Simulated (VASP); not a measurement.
Band structure of HfO$_{2}$ (fluorite). Method: LDA (Ceperley-Alder, Perdew-Zunger), VASP's LDA PAW potentials (set 64) (plane waves; VASP).

Unless said otherwise, spin-orbit coupling is left out, though it shifts the bands of the heavy elements here.

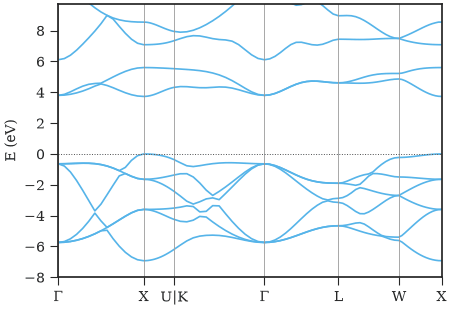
Fig. 1. Bands along high-symmetry lines, zero at the valence-band maximum or, without a gap, the Fermi level

Read the plot: is there a gap, and where are the band edges?

The gap is direct, 3.73 eV, from the valence maximum at X to the conduction minimum at X. (Edges off the drawn lines would not show.)

The compound is HfO2 in the fluorite structure, the high-temperature cubic form, which is unstable at 0 K; the monoclinic form is the stable one. It was relaxed first, which changed the volume by -6 %.
